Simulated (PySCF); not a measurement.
The calculation's input:

```
mol = gto.M(atom='''
La     0.00000    -0.00000    -0.37611
O      2.11902    -0.00001     0.06723
H      3.01882    -0.00001     0.39514
O     -1.05950     1.83513     0.06723
H     -1.50940     2.61438     0.39514
O     -1.05952    -1.83512     0.06723
H     -1.50942    -2.61437     0.39514''',
    basis={'La': 'lcecp-1-SVP', 'O': 'def2-SVP', 'H': 'def2-SVP'},
    ecp={'La': 'lcecp-1-SVP'},
    charge=0, spin=0)
mf = dft.RKS(mol, xc='PBE0')
mf.grids.atom_grid = (75, 302)  # f atoms: at least (60, 302), unpruned
mf = mf.density_fit()  # La AutoAux, O def2-universal-JKFIT, H def2-universal-JKFIT
mf.conv_tol = 1e-09; mf.max_cycle = 55
mf.kernel(dm0)
```

Run with:

```sh
OMP_NUM_THREADS=2 python run.py
```

Core potentials replace the inner electrons of La.

The calculation used RKS PBE0, La lcecp-1-SVP with ECP46, O def2-SVP, H def2-SVP; non-relativistic Hamiltonian with scalar-relativistic core potentials where named; density fitting in PySCF.

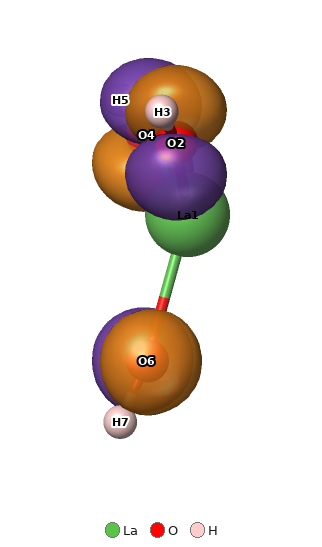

H3LaO3 (La(OH)3). One frontier orbital at ±0.15 Å⁻³ᐟ² (orange and purple are the two phases), seen at an oblique angle.

**Which orbital is it: HOMO or LUMO?**

The HOMO, at −7.42 eV. Its weight (Hirshfeld) is mainly on O2 (about 30 %), O4 (about 30 %) and O6 (about 30 %); largely a combination of lone pairs on O2, O4 and O6.
